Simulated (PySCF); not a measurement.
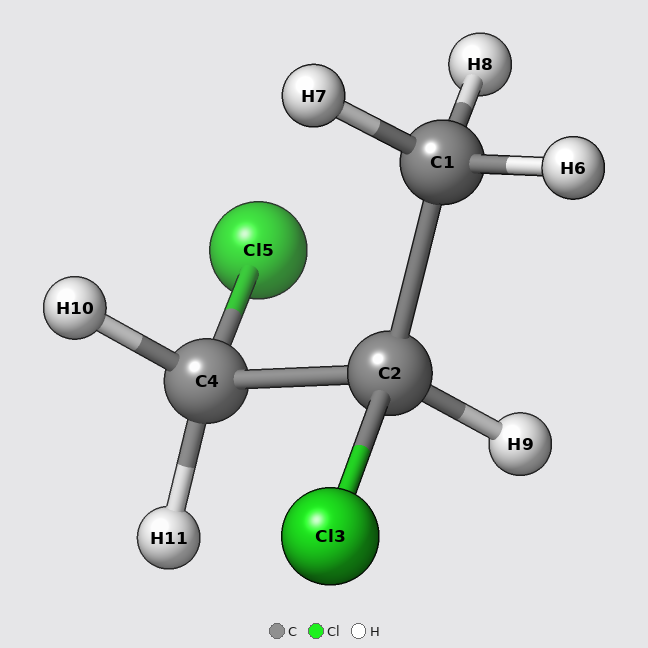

The geometry was computed by an optimisation with PBE0-D3(BJ)/def2-TZVP. No frequency run is at hand to confirm it as a minimum. Electric field gradients from the ground-state density, PBE0/pcSseg-2 (PySCF 2.14.0), non-relativistic apart from any core potentials.

Give the largest field-gradient component, the quadrupole coupling constant and the asymmetry for 35Cl at Cl3 (Q = −81.7 mb), 35Cl at Cl5 (Q = −81.7 mb), 2H at H6 (Q = 2.86 mb), 2H at H7 (Q = 2.86 mb).

```tsv
atom	V_zz (a.u.)	e²qQ/h (MHz)	η
Cl3	3.706	−71.1	0.03
Cl5	3.806	−73.1	0.04
H6	0.286	0.192	0.03
H7	0.283	0.190	0.04
```
